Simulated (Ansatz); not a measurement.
**Pressure series in InAs**

Start from InAs in the zinc blende structure (space group F-43m, No. 216; a = 6.187 Å).

Cell and atoms are relaxed at each pressure.

Method: PBE (Ansatz, a first-principles code; PAW; 420 eV plane waves; scalar-relativistic without spin-orbit coupling), earlier PAW set.

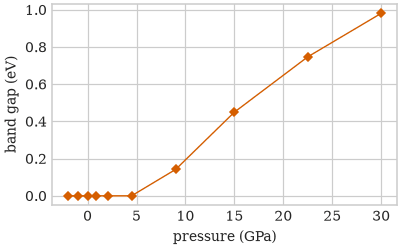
Figure: Band gap against pressure

```json
[
 {"pressure (GPa)": "-2", "band gap": "zero"},
 {"pressure (GPa)": "-1", "band gap": "zero"},
 {"pressure (GPa)": "0.9", "band gap": "zero"},
 {"pressure (GPa)": "2.1", "band gap": "zero"},
 {"pressure (GPa)": "4.5", "band gap": "zero"},
 {"pressure (GPa)": "9", "band gap": "0.14 eV"},
 {"pressure (GPa)": "15", "band gap": "0.45 eV"},
 {"pressure (GPa)": "22.5", "band gap": "0.75 eV"},
 {"pressure (GPa)": "30", "band gap": "0.98 eV"}
]
```

The mesh was chosen for an insulator and is coarse for the gapless case. Load acts through the strain it causes; cell and atoms are relaxed under it. Whether these cells are dynamically stable was not tested. The final runs are not spin-polarised. Measured, InAs leaves this structure (for rock salt) near 7 GPa (temperature not stated; as listed in Datta, Sujoy, Jana, Debnarayan, arXiv (2020)). The zero or small gap of InAs can change with the level of theory.
